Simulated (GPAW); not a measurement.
# Work function of Mo2NCl2 MXene monolayer at several levels, part 2 of 2

How far do functional and basis move the work function of Mo2NCl2 MXene monolayer?

GPAW 26.7.0; GPAW, PAW setups; layer in a repeated cell with vacuum, relaxation of atoms and in-plane cell (the session's first sound run).

So far, upper work function (eV): step 3 (the slab's potential, PBE, GPAW) 4.31; step 4 (RPBE) 4.21; step 5 (LDA) 4.58; step 6 (GPAW, PAW setups) 4.58.

## Step 7: Self-consistent run: xc = "vdW-DF2"

Level of this step: GPAW, PAW setups; slab in vacuum (GPAW).

The same geometry under vdW-DF2, to see how far the functional moves the levels against the vacuum (the van der Waals functionals take revPBE setups).

run.py reads:

```python
import json
import numpy as np
from ase import Atoms
from gpaw import GPAW, PW

slab = Atoms(
    ['Cl', 'Mo', 'N', 'Mo', 'Cl'],
    positions=[
        [0.00000, 1.71554, 8.00000],
        [1.48571, 0.85778, 9.82797],
        [0.00000, 0.00000, 11.20270],
        [-0.00000, 1.71554, 12.57741],
        [1.48571, 0.85778, 14.40538]],
    cell=[[2.97142, 0.0, 0.0], [-1.48571, 2.57332, 0.0], [0.0, 0.0, 22.4054]],
    pbc=[True, True, False])

slab.calc = GPAW(mode=PW(500), xc='vdW-DF2', kpts={'size': (12, 12, 1), 'gamma': True},
                 occupations={'name': 'fermi-dirac', 'width': 0.05}, nbands='160%',
                 convergence={'density': 1e-05}, maxiter=200,
                 poissonsolver={'dipolelayer': 'xy'},
                 symmetry={'tolerance': 1e-3}, txt='slab.txt')
result = {}
energy = slab.get_potential_energy()
fermi = slab.calc.get_fermi_level()
v = slab.calc.get_electrostatic_potential().mean((0, 1)) - fermi
n = slab.calc.get_pseudo_density().mean((0, 1))
L = slab.cell[2, 2]
z = np.arange(len(v)) * L / len(v)
low, high = slab.positions[:, 2].min(), slab.positions[:, 2].max()
below, above = np.interp([low - 5.8, high + 5.8], z, v)
slopes = [np.interp(x, z, np.gradient(v, z)) for x in (low - 5.8, high + 5.8)]
eps = np.array([[slab.calc.get_eigenvalues(k, s) for k in range(len(slab.calc.get_ibz_k_points()))]
                for s in range(slab.calc.get_number_of_spins())]) - fermi
top, bottom = eps[eps < 0].max(), eps[eps > 0].min()
dipole = slab.get_dipole_moment()[2]
print(f'energy {energy:.4f} eV, Fermi level {fermi:.4f} eV, dipole {dipole:.5f} e A')
print(f'potential 5.8 A off the faces, from the Fermi level: lower {below:.4f} eV, upper {above:.4f} eV')
print(f'slope of the potential there: lower {slopes[0]:.5f}, upper {slopes[1]:.5f} eV/A')
print(f'nearest levels on the mesh: {top:.4f} and {bottom:.4f} eV')
print('magnetic moment', round(slab.get_magnetic_moment(), 3))
result.update(energy=energy, fermi=fermi, dipole=dipole, below=below, above=above, slopes=slopes, edges=[top, bottom],
              z=z.tolist(), v=v.tolist(), n=n.tolist(), positions=slab.positions.tolist(),
              forces=slab.get_forces(apply_constraint=False).tolist(), moments=slab.get_magnetic_moments().tolist())
json.dump(result, open('result.json', 'w'))
```

Started as:

```bash
> OMP_NUM_THREADS=1 OPENBLAS_NUM_THREADS=1 python run.py
```

Log:

```text
energy -266.0749 eV, Fermi level 1.6665 eV, dipole -0.00022 e A
potential 5.8 A off the faces, from the Fermi level: lower 4.7995 eV, upper 4.8065 eV
slope of the potential there: lower -0.00032, upper 0.00032 eV/A
nearest levels on the mesh: -0.0914 and 0.0234 eV
magnetic moment 0.0
```

It took 88 s on 1 thread of Arm Neoverse V1, shared host; peak memory 0.41 GiB.

Numbers from this step:

* dipole along the normal: -2.22e-4 e·Å
* levels nearest the Fermi level on the mesh: -0.09142, 0.02342 eV from the Fermi level
* upper work function: 4.807 eV
* lower work function: 4.799 eV

The electrostatic potential energy of an electron (without an applied field's), less the Fermi level, planar mean oscillates, so the rows of the table below give means over windows of 1.96 Å about each position, cut where the curve ends. Its maxima inside the range that stand out by 2 % of the span (Å: eV): 8.8: -4.36, 10.7: -6.60, 11.7: -6.60, 13.6: -4.36. Its minima: 8.0: -22.7, 9.8: -26.7, 11.2: -13.9, 12.6: -26.7, 14.4: -22.7.

Electrostatic potential energy of an electron (without an applied field's), less the Fermi level, planar mean against z; means over each step:

| z (Å) | electrostatic potential energy of an electron (without an applied field's), less the Fermi level, planar mean (eV) |
| --- | --- |
| 0.98 | 4.80 |
| 2.94 | 4.80 |
| 4.90 | 4.78 |
| 6.86 | 0.166 |
| 8.82 | -13.9 |
| 10.78 | -12.8 |
| 12.74 | -15.0 |
| 14.70 | -8.20 |
| 16.66 | 4.66 |
| 18.62 | 4.80 |
| 20.58 | 4.81 |

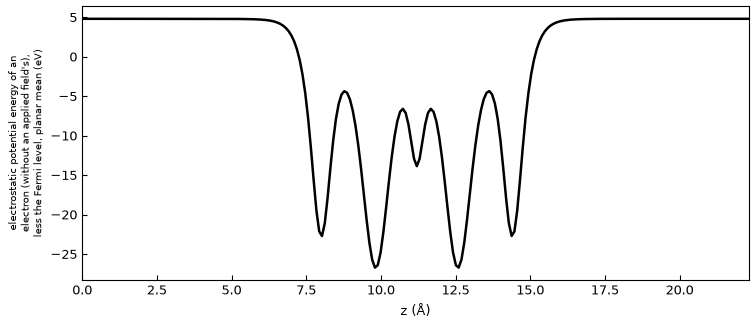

Electrostatic potential energy of an electron (without an applied field's), less the Fermi level, planar mean against z.

The upper face's work function is 4.807 eV, against 4.311 eV in the first plane-wave PBE run at this geometry.

## Step 8: Self-consistent run: xc = "revPBE"

The same geometry under revPBE, to see how far the functional moves the levels against the vacuum.

run.py, as its differences from that of step 7:

```diff
@@ -16,3 +16,3 @@
 
-slab.calc = GPAW(mode=PW(500), xc='vdW-DF2', kpts={'size': (12, 12, 1), 'gamma': True},
+slab.calc = GPAW(mode=PW(500), xc='revPBE', kpts={'size': (12, 12, 1), 'gamma': True},
                  occupations={'name': 'fermi-dirac', 'width': 0.05}, nbands='160%',
```

Log:

```text
energy -33.2922 eV, Fermi level 2.0574 eV, dipole -0.00022 e A
potential 5.8 A off the faces, from the Fermi level: lower 4.1950 eV, upper 4.2021 eV
slope of the potential there: lower -0.00002, upper 0.00002 eV/A
nearest levels on the mesh: -0.0691 and 0.0118 eV
magnetic moment 0.0
```

Run time: 59 s. Hardware: 1 thread; peak memory 0.25 GiB.

This step gave:

| Property | Result |
| --- | --- |
| dipole along the normal | -2.24e-4 e·Å |
| levels nearest the Fermi level on the mesh | -0.06912, 0.01181 eV from the Fermi level |
| upper work function | 4.202 eV |
| lower work function | 4.195 eV |

The upper face's work function is 4.202 eV, against 4.311 eV in the first plane-wave PBE run at this geometry.

## Step 9: Real-space grid: mode = "fd"

A real-space grid is a second complete basis, so it checks the plane-wave result.

run.py, as its differences from that of step 8:

```diff
@@ -3,3 +3,3 @@
 from ase import Atoms
-from gpaw import GPAW, PW
+from gpaw import GPAW
 
@@ -16,3 +16,3 @@
 
-slab.calc = GPAW(mode=PW(500), xc='revPBE', kpts={'size': (12, 12, 1), 'gamma': True},
+slab.calc = GPAW(mode='fd', h=0.18, xc='PBE', kpts={'size': (12, 12, 1), 'gamma': True},
                  occupations={'name': 'fermi-dirac', 'width': 0.05}, nbands='160%',
```

Log:

```text
energy -35.8763 eV, Fermi level -4.3037 eV, dipole -0.00026 e A
potential 5.8 A off the faces, from the Fermi level: lower 4.3001 eV, upper 4.3072 eV
slope of the potential there: lower -0.00000, upper 0.00000 eV/A
nearest levels on the mesh: -0.0645 and 0.0087 eV
magnetic moment 0.0
```

Elapsed: 3.7 min, on 1 thread; peak memory 0.71 GiB.

Numbers from this step:

- dipole along the normal: -2.57e-4 e·Å
- levels nearest the Fermi level on the mesh: -0.06454, 0.008741 eV from the Fermi level
- upper work function: 4.307 eV
- lower work function: 4.300 eV

The electrostatic potential energy of an electron (without an applied field's), less the Fermi level, planar mean oscillates, so the rows of the table below give means over windows of 1.99 Å about each position, cut where the curve ends. Its maxima inside the range that stand out by 2 % of the span (Å: eV): 8.8: -4.23, 10.8: -6.51, 11.7: -6.51, 13.6: -4.22. Its minima: 8.0: -22.8, 9.8: -26.6, 11.2: -13.8, 12.6: -26.6, 14.4: -22.8.

The electrostatic potential energy of an electron (without an applied field's), less the Fermi level, planar mean by z; means over each step:

| z (Å) | electrostatic potential energy of an electron (without an applied field's), less the Fermi level, planar mean (eV) |
| --- | --- |
| 0.99 | 4.30 |
| 2.98 | 4.30 |
| 4.97 | 4.29 |
| 6.96 | -1.67 |
| 8.95 | -14.4 |
| 10.94 | -11.3 |
| 12.93 | -14.5 |
| 14.92 | -7.15 |
| 16.91 | 4.25 |
| 18.90 | 4.31 |
| 20.89 | 4.31 |

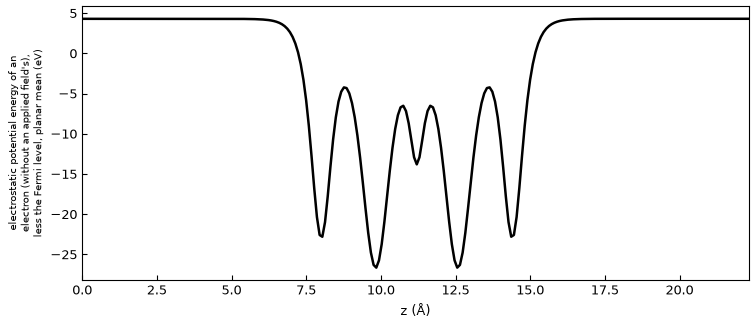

Electrostatic potential energy of an electron (without an applied field's), less the Fermi level, planar mean against z.

The upper face's work function is 4.307 eV, against 4.311 eV in the first plane-wave PBE run at this geometry.

## Step 10: Atomic orbitals: mode = "lcao"

Atom-centred orbitals end a few angstrom from the surface, which tests how much the density's tail matters.

run.py, as its differences from that of step 9:

```diff
@@ -16,4 +16,4 @@
 
-slab.calc = GPAW(mode='fd', h=0.18, xc='PBE', kpts={'size': (12, 12, 1), 'gamma': True},
-                 occupations={'name': 'fermi-dirac', 'width': 0.05}, nbands='160%',
+slab.calc = GPAW(mode='lcao', basis='dzp', h=0.18, xc='PBE', kpts={'size': (12, 12, 1), 'gamma': True},
+                 occupations={'name': 'fermi-dirac', 'width': 0.05}, nbands='120%',
                  convergence={'density': 1e-05}, maxiter=200,
```

Log:

```text
energy -33.6149 eV, Fermi level -4.3663 eV, dipole -0.00026 e A
potential 5.8 A off the faces, from the Fermi level: lower 4.3628 eV, upper 4.3699 eV
slope of the potential there: lower 0.00000, upper 0.00000 eV/A
nearest levels on the mesh: -0.0818 and 0.0178 eV
magnetic moment 0.0
```

It took 6.4 min on 1 thread; peak memory 0.33 GiB.

Numbers from this step:

```yaml
levels_nearest_the_fermi_level_on_the_mesh: -0.08180, 0.01780 eV from the Fermi level
upper_work_function: 4.370 eV
lower_work_function: 4.363 eV
```

The upper face's work function is 4.370 eV, against 4.311 eV in the first plane-wave PBE run at this geometry.

## Step 11: Cost and result by level

Times are for 1 thread of Arm Neoverse V1, shared host. The runs compared:

| no. | run | upper work function (eV) | lower work function (eV) | time | memory (GiB) |
| --- | --- | --- | --- | --- | --- |
| 1 | pw | 4.311 | 4.304 | 59 s | 0.24 |
| 2 | RPBE | 4.207 | 4.200 | 60 s | 0.24 |
| 3 | LDA | 4.576 | 4.569 | 58 s | 0.24 |
| 4 | optPBE vdW | 4.580 | 4.573 | 73 s | 0.4 |
| 5 | vdW DF2 | 4.807 | 4.799 | 88 s | 0.41 |
| 6 | revPBE | 4.202 | 4.195 | 59 s | 0.25 |
| 7 | fd | 4.307 | 4.300 | 3.7 min | 0.71 |
| 8 | lcao | 4.370 | 4.363 | 6.4 min | 0.33 |

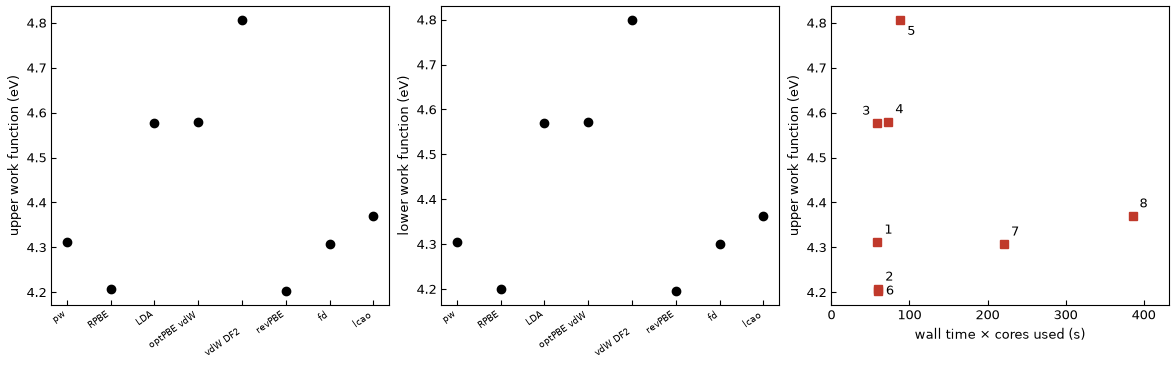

The series as plots; the last panel sets the first result against cost, with the runs numbered as in the table.

## Step 12: Side by side

Results and costs are gathered.

This step: comparison of work functions, dipole and cost (GPAW 26.7.0).

Ladder, by row:

| step | code | work function, upper (eV) | work function, lower (eV) | dipole (e Å) | wall time (s) | peak memory (GiB) | threads |
| --- | --- | --- | --- | --- | --- | --- | --- |
| pw | GPAW | 4.311 | 4.304 | -2.24e-4 | 58.91 | 0.24 | 1 |
| RPBE | GPAW | 4.207 | 4.2 | -2.24e-4 | 60.02 | 0.24 | 1 |
| LDA | GPAW | 4.576 | 4.569 | -2.25e-4 | 58.36 | 0.24 | 1 |
| optPBE-vdW | GPAW | 4.58 | 4.573 | -2.23e-4 | 72.91 | 0.4 | 1 |
| vdW-DF2 | GPAW | 4.807 | 4.799 | -2.22e-4 | 88.2 | 0.41 | 1 |
| revPBE | GPAW | 4.202 | 4.195 | -2.24e-4 | 59.08 | 0.25 | 1 |
| fd | GPAW | 4.307 | 4.3 | -2.57e-4 | 221.2 | 0.71 | 1 |
| lcao | GPAW | 4.37 | 4.363 | -2.57e-4 | 385.7 | 0.33 | 1 |

## Step 13: A changed run

One more run, with changed settings.

This step: GPAW, PAW setups; slab in vacuum (GPAW 26.7.0).

run.py, as its differences from that of step 10:

```diff
@@ -3,3 +3,3 @@
 from ase import Atoms
-from gpaw import GPAW
+from gpaw import GPAW, PW
 
@@ -16,5 +16,5 @@
 
-slab.calc = GPAW(mode='lcao', basis='dzp', h=0.18, xc='PBE', kpts={'size': (12, 12, 1), 'gamma': True},
-                 occupations={'name': 'fermi-dirac', 'width': 0.05}, nbands='120%',
-                 convergence={'density': 1e-05}, maxiter=200,
+slab.calc = GPAW(mode=PW(500), xc='PBE', kpts={'size': (1, 1, 1), 'gamma': True},
+                 occupations={'name': 'fermi-dirac', 'width': 0.05}, nbands='160%',
+                 convergence={'density': 1e-05}, maxiter=50,
                  poissonsolver={'dipolelayer': 'xy'},
```

Log:

```text
energy -19.0964 eV, Fermi level 1.8970 eV, dipole -0.00023 e A
potential 5.8 A off the faces, from the Fermi level: lower 4.5516 eV, upper 4.5587 eV
slope of the potential there: lower -0.00005, upper 0.00005 eV/A
nearest levels on the mesh: -0.5842 and 0.0000 eV
magnetic moment 0.0
```

The job ended after 5.9 s (1 thread; peak memory 0.18 GiB).

The run finished. A setting was moved off its sound value on purpose, so it serves as a test and not as the result.

The fault put into the input: one k-point (kpts = [1, 1]).

The two runs compared:

| quantity | this run | sound run | difference |
| --- | --- | --- | --- |
| upper work function (eV) | 4.5587 | 4.3115 | 0.247 |
| lower work function (eV) | 4.5516 | 4.3044 | 0.247 |

The two runs differ clearly in the lower work function: 4.55 eV against 4.30 eV.

## Step 14: Results

| Property | Result |
| --- | --- |
| work function, upper and lower face | 4.311 and 4.304 eV |
| dipole along the normal | -2.2e-4 e Å, near the numerical noise |

**Reading.** With plane waves and PBE the work function is 4.31 eV on the upper face and 4.30 eV on the lower. Over the sound runs of the table the upper face's work function spans 4.202 (revPBE) to 4.807 eV (vdW-DF2). The small printed dipole stands for a step of 5.3 meV from the lower to the upper face, and the probes find 7.1 meV; values this small are near the numerical noise of both. The cell holds an odd number of electrons, so without spin polarisation it must come out metallic and without a moment, whatever its true state. The layer's cell and atoms come from the relaxation; spin-orbit coupling and temperature are left out.

[Logs are printed without paths, hosts, clocks, repeated set-up lines and the standing remarks that a program may print on its own settings, such as how far it seeks lower states.]

[Hosts, paths, dates, database ids (printed as entryN), source tags and the programs' standing remarks are cut or masked in the printed files.]
